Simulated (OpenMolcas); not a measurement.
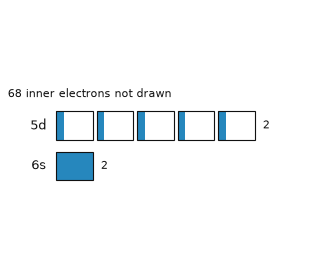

The outer shells of the leading configuration of the lowest level: a box for each of the 2l + 1 orbitals, shaded by the share of the shell that is filled, with the electron count at the right.

## Multiconfigurational calculation for Hf (part 1 of 2)

- system: Hf.
- method: state-averaged MS-RASPT2, IPEA shift 0.25, imaginary shift 0.1 hartree, closed shells 5s 5p correlated, active space 4 electrons in the shells 5d 6s 6p; RAS3 6p with at most 2 electrons, basis ANO-RCC-VDZP, DKH2 scalar Hamiltonian, spin-orbit coupling by RASSI with atomic mean-field integrals (OpenMolcas)

## Input
```
&GATEWAY
Coord
1

Hf 0.0 0.0 0.0
Basis=ANO-RCC-VDZP
Group=XYZ
NoMove
AngMom=0.0 0.0 0.0
AMFI
&SEWARD
&RASSCF
FileOrb=start.orb
Symmetry=1
Spin=5
nActEl=4 0 0
Inactive=15 19
Ras2=6 0
CIRoot=15 15 1
SDav=15
CIMx=300
Iter=120 100
PrWF=0.3
OrbListing=Nothing
MaxOrb=0
Atom
>>> COPY $Project.JobIph JOBPRE
&RASSCF
FileOrb=start.orb
Symmetry=1
Spin=3
nActEl=4 0 2
Inactive=15 19
Ras2=6 0
Ras3=0 3
CIRoot=55 55 1
SDav=303
CIMx=300
Iter=120 100
PrWF=0.3
OrbListing=Nothing
MaxOrb=0
Thrs=2.0e-7 1.0e-1 5.0e-4
Atom
>>> COPY $Project.JobIph JOB001
&RASSCF
FileOrb=start.orb
Symmetry=1
Spin=5
nActEl=4 0 2
Inactive=15 19
Ras2=6 0
Ras3=0 3
CIRoot=27 27 1
SDav=60
CIMx=300
Iter=120 100
PrWF=0.3
OrbListing=Nothing
MaxOrb=0
Thrs=2.0e-7 1.0e-1 5.0e-4
Atom
CIOnly
>>> COPY $Project.JobIph JOB002
&RASSCF
FileOrb=start.orb
Symmetry=1
Spin=1
nActEl=4 0 2
Inactive=15 19
Ras2=6 0
Ras3=0 3
CIRoot=102 102 1
SDav=276
CIMx=300
Iter=120 100
PrWF=0.3
OrbListing=Nothing
MaxOrb=0
Thrs=2.0e-7 1.0e-1 5.0e-4
Atom
CIOnly
>>> COPY $Project.JobIph JOB003
&RASSCF
FileOrb=start.orb
Symmetry=2
Spin=3
nActEl=4 0 2
Inactive=15 19
Ras2=6 0
Ras3=0 3
CIRoot=40 40 1
SDav=270
CIMx=300
Iter=120 100
PrWF=0.3
OrbListing=Nothing
MaxOrb=0
Thrs=2.0e-7 1.0e-1 5.0e-4
Atom
>>> COPY $Project.JobIph JOB004
&RASSCF
FileOrb=start.orb
Symmetry=2
Spin=5
nActEl=4 0 2
Inactive=15 19
Ras2=6 0
Ras3=0 3
CIRoot=60 60 1
SDav=60
CIMx=300
Iter=120 100
PrWF=0.3
OrbListing=Nothing
MaxOrb=0
Thrs=2.0e-7 1.0e-1 5.0e-4
Atom
CIOnly
>>> COPY $Project.JobIph JOB005
&RASSCF
FileOrb=start.orb
Symmetry=2
Spin=1
nActEl=4 0 2
Inactive=15 19
Ras2=6 0
Ras3=0 3
CIRoot=102 102 1
SDav=210
CIMx=300
Iter=120 100
PrWF=0.3
OrbListing=Nothing
MaxOrb=0
Thrs=2.0e-7 1.0e-1 5.0e-4
Atom
CIOnly
>>> COPY $Project.JobIph JOB006
&RASSI
NrOfJobIphs=6 55 10 50 40 30 21
1 2 3 4 5 6 7 8 9 10 11 12 13 14 15 16 17 18 19 20 21 22 23 24 25 26 27
28 29 30 31 32 33 34 35 36 37 38 39 40 41 42 43 44 45 46 47 48 49 50 51
52 53 54 55
1 2 3 4 5 6 7 8 9 10
1 2 3 4 5 6 7 8 9 10 11 12 13 14 15 16 17 18 19 20 21 22 23 24 25 26 27
28 29 30 31 32 33 34 35 36 37 38 39 40 41 42 43 44 45 46 47 48 49 50
1 2 3 4 5 6 7 8 9 10 11 12 13 14 15 16 17 18 19 20 21 22 23 24 25 26 27
28 29 30 31 32 33 34 35 36 37 38 39 40
1 2 3 4 5 6 7 8 9 10 11 12 13 14 15 16 17 18 19 20 21 22 23 24 25 26 27
28 29 30
1 2 3 4 5 6 7 8 9 10 11 12 13 14 15 16 17 18 19 20 21
IphNames
JOB001
JOB002
JOB003
JOB004
JOB005
JOB006
EJob
SpinOrbit
DIPRint=1.0
SOCoupling=1000.0
Subsets=2
Property=9
'ANGMOM' 1 'ANGMOM' 2 'ANGMOM' 3 'MLTPL  1' 1 'MLTPL  1' 2 'MLTPL  1' 3
'AMFI' 1 'AMFI' 2 'AMFI' 3
SOProperty=3
'ANGMOM' 1 'ANGMOM' 2 'ANGMOM' 3
>>> COPY JOB001 $Project.JobIph
&CASPT2
Multistate=55 1 2 3 4 5 6 7 8 9 10 11 12 13 14 15 16 17 18 19 20 21 22
23 24 25 26 27 28 29 30 31 32 33 34 35 36 37 38 39 40 41 42 43 44 45 46
47 48 49 50 51 52 53 54 55
Frozen=14 16
IPEA=0.25
Imaginary=0.1
MaxIter=60
WThr=0.0 0.3 0.05
PrWF=0.5
NoMix
>>> COPY JOB002 $Project.JobIph
&CASPT2
Multistate=10 1 2 3 4 5 6 7 8 9 10
Frozen=14 16
IPEA=0.25
Imaginary=0.1
MaxIter=60
WThr=0.0 0.3 0.05
PrWF=0.5
NoMix
>>> COPY JOB003 $Project.JobIph
&CASPT2
Multistate=50 1 2 3 4 5 6 7 8 9 10 11 12 13 14 15 16 17 18 19 20 21 22
23 24 25 26 27 28 29 30 31 32 33 34 35 36 37 38 39 40 41 42 43 44 45 46
47 48 49 50
Frozen=14 16
IPEA=0.25
Imaginary=0.1
MaxIter=60
WThr=0.0 0.3 0.05
PrWF=0.5
NoMix
>>> COPY JOB004 $Project.JobIph
&CASPT2
Multistate=40 1 2 3 4 5 6 7 8 9 10 11 12 13 14 15 16 17 18 19 20 21 22
23 24 25 26 27 28 29 30 31 32 33 34 35 36 37 38 39 40
Frozen=14 16
IPEA=0.25
Imaginary=0.1
MaxIter=60
WThr=0.0 0.3 0.05
PrWF=0.5
NoMix
>>> COPY JOB005 $Project.JobIph
&CASPT2
Multistate=30 1 2 3 4 5 6 7 8 9 10 11 12 13 14 15 16 17 18 19 20 21 22
23 24 25 26 27 28 29 30
Frozen=14 16
IPEA=0.25
Imaginary=0.1
MaxIter=60
WThr=0.0 0.3 0.05
PrWF=0.5
NoMix
>>> COPY JOB006 $Project.JobIph
&CASPT2
Multistate=21 1 2 3 4 5 6 7 8 9 10 11 12 13 14 15 16 17 18 19 20 21
Frozen=14 16
IPEA=0.25
Imaginary=0.1
MaxIter=60
WThr=0.0 0.3 0.05
PrWF=0.5
NoMix
```

The file start.orb holds starting orbitals from an earlier step. A driver script formed the levels outside the program, from RASSI's spin-orbit matrix and the CASPT2 energies (for multi-state variants, the effective Hamiltonian), averaged over the components of each term or state. The log and the time are those of the CASPT2 step.

Command:
```bash
OMP_NUM_THREADS=1 MOLCAS_MEM=1689 MOLCAS_PROJECT=a pymolcas a.inp > a.log  # once for each step of the input, in one work folder
```

## The program's output (extracts)
```
--- CASPT2 ---
Orbital specifications:
      -----------------------

      Symmetry species                           1   2
                                                ag  au
      Frozen orbitals                           14  16
      Inactive orbitals                          1   3
      Active orbitals                            6   3
      Secondary orbitals                        15  10
      Deleted orbitals                           0   0
      Number of basis functions                 36  32
Type of calculation                        MS-CASPT2
      Fock operator                              state-specific
      IPEA shift                                 0.25
      Real shift                                 0.00
      Imaginary shift                            0.10
      The input orbitals will be transformed to quasi-canonical
Reference energy:      -15064.0366435910
      E2 (Non-variational):      -0.1819841863
      Shift correction:          -0.0002922961
      E2 (Variational):          -0.1822764824
      Total energy:          -15064.2189200735
      Residual norm:              0.0000009435
      Reference weight:           0.95376
      Contributions to the CASPT2 correlation energy
      Active & Virtual Only:         -0.0127489039
      One Inactive Excited:          -0.0526729000
      Two Inactive Excited:          -0.1165623824
Reference energy:      -15064.0366435910
      E2 (Non-variational):      -0.1820508979
      Shift correction:          -0.0002920845
      E2 (Variational):          -0.1823429824
      Total energy:          -15064.2189865734
      Residual norm:              0.0000009466
      Reference weight:           0.95369
      Contributions to the CASPT2 correlation energy
      Active & Virtual Only:         -0.0127933725
      One Inactive Excited:          -0.0526797283
      Two Inactive Excited:          -0.1165777971
::    CASPT2 Root  1     Total energy: -15064.21892007
::    CASPT2 Root  2     Total energy: -15064.21898657
::    CASPT2 Root  3     Total energy: -15064.21905886
::    CASPT2 Root  4     Total energy: -15064.21884083
::    CASPT2 Root  5     Total energy: -15064.21871394
::    CASPT2 Root  6     Total energy: -15064.21903829
::    CASPT2 Root  7     Total energy: -15064.21891520
::    CASPT2 Root  8     Total energy: -15064.20040278
::    CASPT2 Root  9     Total energy: -15064.20040590
::    CASPT2 Root 10     Total energy: -15064.20040600
::    CASPT2 Root 11     Total energy: -15064.10202782
::    CASPT2 Root 12     Total energy: -15064.10195007
::    CASPT2 Root 13     Total energy: -15064.10185042
::    CASPT2 Root 14     Total energy: -15064.10198185
::    CASPT2 Root 15     Total energy: -15064.10194882
::    CASPT2 Root 16     Total energy: -15064.10201313
::    CASPT2 Root 17     Total energy: -15064.10193748
::    CASPT2 Root 18     Total energy: -15064.10513855
::    CASPT2 Root 19     Total energy: -15064.10512113
::    CASPT2 Root 20     Total energy: -15064.10505452
::    CASPT2 Root 21     Total energy: -15064.10499679
::    CASPT2 Root 22     Total energy: -15064.10502204
::    CASPT2 Root 23     Total energy: -15064.10478161
::    CASPT2 Root 24     Total energy: -15064.10489900
::    CASPT2 Root 25     Total energy: -15064.10528540
::    CASPT2 Root 26     Total energy: -15064.10531651
::    CASPT2 Root 27     Total energy: -15064.10211686
::    CASPT2 Root 28     Total energy: -15064.10211724
::    CASPT2 Root 29     Total energy: -15064.10211726
::    CASPT2 Root 30     Total energy: -15064.10211868
--- CASPT2 ---
Orbital specifications:
      -----------------------

      Symmetry species                           1   2
                                                ag  au
      Frozen orbitals                           14  16
      Inactive orbitals                          1   3
      Active orbitals                            6   3
      Secondary orbitals                        15  10
      Deleted orbitals                           0   0
      Number of basis functions                 36  32
Type of calculation                        MS-CASPT2
      Fock operator                              state-specific
      IPEA shift                                 0.25
      Real shift                                 0.00
      Imaginary shift                            0.10
      The input orbitals will be transformed to quasi-canonical
Reference energy:      -15063.9706235963
      E2 (Non-variational):      -0.1791673167
      Shift correction:          -0.0001331649
      E2 (Variational):          -0.1793004815
      Total energy:          -15064.1499240779
      Residual norm:              0.0000009567
      Reference weight:           0.96089
      Contributions to the CASPT2 correlation energy
      Active & Virtual Only:         -0.0100042647
      One Inactive Excited:          -0.0602594949
      Two Inactive Excited:          -0.1089035571
Reference energy:      -15063.9706235963
      E2 (Non-variational):      -0.1791682212
      Shift correction:          -0.0001331563
      E2 (Variational):          -0.1793013774
      Total energy:          -15064.1499249738
      Residual norm:              0.0000009387
      Reference weight:           0.96089
      Contributions to the CASPT2 correlation energy
      Active & Virtual Only:         -0.0100084457
      One Inactive Excited:          -0.0602589704
      Two Inactive Excited:          -0.1089008050
::    CASPT2 Root  1     Total energy: -15064.14992408
::    CASPT2 Root  2     Total energy: -15064.14992497
::    CASPT2 Root  3     Total energy: -15064.14930093
::    CASPT2 Root  4     Total energy: -15064.14941523
::    CASPT2 Root  5     Total energy: -15064.14966827
::    CASPT2 Root  6     Total energy: -15064.14984231
::    CASPT2 Root  7     Total energy: -15064.14982322
::    CASPT2 Root  8     Total energy: -15064.12393679
::    CASPT2 Root  9     Total energy: -15064.12393683
::    CASPT2 Root 10     Total energy: -15064.12394244
::    MS-CASPT2 Root  1     Total energy: -15064.15017897
::    MS-CASPT2 Root  2     Total energy: -15064.15008203
::    MS-CASPT2 Root  3     Total energy: -15064.14979912
::    MS-CASPT2 Root  4     Total energy: -15064.14971981
::    MS-CASPT2 Root  5     Total energy: -15064.14963831
::    MS-CASPT2 Root  6     Total energy: -15064.14930144
::    MS-CASPT2 Root  7     Total energy: -15064.14920339
::    MS-CASPT2 Root  8     Total energy: -15064.12393993
::    MS-CASPT2 Root  9     Total energy: -15064.12392674
::    MS-CASPT2 Root 10     Total energy: -15064.12392531
--- CASPT2 ---
Orbital specifications:
      -----------------------

      Symmetry species                           1   2
                                                ag  au
      Frozen orbitals                           14  16
      Inactive orbitals                          1   3
      Active orbitals                            6   3
      Secondary orbitals                        15  10
      Deleted orbitals                           0   0
      Number of basis functions                 36  32
Type of calculation                        MS-CASPT2
      Fock operator                              state-specific
      IPEA shift                                 0.25
      Real shift                                 0.00
      Imaginary shift                            0.10
      The input orbitals will be transformed to quasi-canonical
Reference energy:      -15064.0166308939
      E2 (Non-variational):      -0.1851462406
      Shift correction:          -0.0016000937
      E2 (Variational):          -0.1867463343
      Total energy:          -15064.2033772282
      Residual norm:              0.0000001410
      Reference weight:           0.94612
      Contributions to the CASPT2 correlation energy
      Active & Virtual Only:         -0.0148417848
      One Inactive Excited:          -0.0526156018
      Two Inactive Excited:          -0.1176888539
Reference energy:      -15064.0166308939
      E2 (Non-variational):      -0.1851183718
      Shift correction:          -0.0015984360
      E2 (Variational):          -0.1867168078
      Total energy:          -15064.2033477017
      Residual norm:              0.0000001343
      Reference weight:           0.94627
      Contributions to the CASPT2 correlation energy
      Active & Virtual Only:         -0.0148009351
      One Inactive Excited:          -0.0526200437
      Two Inactive Excited:          -0.1176973929
::    CASPT2 Root  1     Total energy: -15064.20337723
::    CASPT2 Root  2     Total energy: -15064.20334770
::    CASPT2 Root  3     Total energy: -15064.20331804
::    CASPT2 Root  4     Total energy: -15064.20334810
::    CASPT2 Root  5     Total energy: -15064.20334770
::    CASPT2 Root  6     Total energy: -15064.17728567
::    CASPT2 Root  7     Total energy: -15064.17746971
::    CASPT2 Root  8     Total energy: -15064.17786878
::    CASPT2 Root  9     Total energy: -15064.17799954
::    CASPT2 Root 10     Total energy: -15064.17790442
::    CASPT2 Root 11     Total energy: -15064.17792835
::    CASPT2 Root 12     Total energy: -15064.17764944
::    CASPT2 Root 13     Total energy: -15064.17751468
::    CASPT2 Root 14     Total energy: -15064.17729881
::    CASPT2 Root 15     Total energy: -15064.12755495
::    CASPT2 Root 16     Total energy: -15064.07467719
::    CASPT2 Root 17     Total energy: -15064.07473102
::    CASPT2 Root 18     Total energy: -15064.07475261
::    CASPT2 Root 19     Total energy: -15064.07463960
::    CASPT2 Root 20     Total energy: -15064.07463522
::    CASPT2 Root 21     Total energy: -15064.07470312
::    CASPT2 Root 22     Total energy: -15064.07469932
::    CASPT2 Root 23     Total energy: -15064.07497813
::    CASPT2 Root 24     Total energy: -15064.07490288
::    CASPT2 Root 25     Total energy: -15064.07946906
::    CASPT2 Root 26     Total energy: -15064.07947540
::    CASPT2 Root 27     Total energy: -15064.07946493
::    CASPT2 Root 28     Total energy: -15064.07447169
::    CASPT2 Root 29     Total energy: -15064.07447206
::    CASPT2 Root 30     Total energy: -15064.07447317
--- CASPT2 ---
Orbital specifications:
      -----------------------

      Symmetry species                           1   2
                                                ag  au
      Frozen orbitals                           14  16
      Inactive orbitals                          1   3
      Active orbitals                            6   3
      Secondary orbitals                        15  10
      Deleted orbitals                           0   0
      Number of basis functions                 36  32
Type of calculation                        MS-CASPT2
      Fock operator                              state-specific
      IPEA shift                                 0.25
      Real shift                                 0.00
      Imaginary shift                            0.10
      The input orbitals will be transformed to quasi-canonical
Reference energy:      -15063.9731844626
      E2 (Non-variational):      -0.1786344190
      Shift correction:          -0.0002339005
      E2 (Variational):          -0.1788683195
      Total energy:          -15064.1520527821
      Residual norm:              0.0000002855
      Reference weight:           0.95687
      Contributions to the CASPT2 correlation energy
      Active & Virtual Only:         -0.0108042560
      One Inactive Excited:          -0.0468013433
      Two Inactive Excited:          -0.1210288197
Reference energy:      -15063.9731844625
      E2 (Non-variational):      -0.1787678606
      Shift correction:          -0.0002362958
      E2 (Variational):          -0.1790041565
      Total energy:          -15064.1521886190
      Residual norm:              0.0000002934
      Reference weight:           0.95664
      Contributions to the CASPT2 correlation energy
      Active & Virtual Only:         -0.0109287459
      One Inactive Excited:          -0.0468052889
      Two Inactive Excited:          -0.1210338259
::    CASPT2 Root  1     Total energy: -15064.15205278
::    CASPT2 Root  2     Total energy: -15064.15218862
::    CASPT2 Root  3     Total energy: -15064.15218760
::    CASPT2 Root  4     Total energy: -15064.15205117
::    CASPT2 Root  5     Total energy: -15064.15205351
::    CASPT2 Root  6     Total energy: -15064.15229096
::    CASPT2 Root  7     Total energy: -15064.15229130
::    CASPT2 Root  8     Total energy: -15064.14198484
::    CASPT2 Root  9     Total energy: -15064.14198483
::    CASPT2 Root 10     Total energy: -15064.14198477
::    CASPT2 Root 11     Total energy: -15064.14198497
::    CASPT2 Root 12     Total energy: -15064.14196073
::    CASPT2 Root 13     Total energy: -15064.13191201
::    CASPT2 Root 14     Total energy: -15064.13189427
::    CASPT2 Root 15     Total energy: -15064.13189461
::    CASPT2 Root 16     Total energy: -15064.08442582
::    CASPT2 Root 17     Total energy: -15064.07854067
::    CASPT2 Root 18     Total energy: -15064.07847657
::    CASPT2 Root 19     Total energy: -15064.07847710
::    CASPT2 Root 20     Total energy: -15064.07847660
::    CASPT2 Root 21     Total energy: -15064.07847641
::    CASPT2 Root 22     Total energy: -15064.07134731
::    CASPT2 Root 23     Total energy: -15064.07134739
::    CASPT2 Root 24     Total energy: -15064.07124505
::    CASPT2 Root 25     Total energy: -15064.07124504
::    CASPT2 Root 26     Total energy: -15064.07124230
::    CASPT2 Root 27     Total energy: -15064.07124687
::    CASPT2 Root 28     Total energy: -15064.07130736
::    CASPT2 Root 29     Total energy: -15064.07130962
::    CASPT2 Root 30     Total energy: -15064.07123099
```

(Continued in part 2.) Outcome of the run: converged; degenerate states are split by up to 385 cm⁻¹.
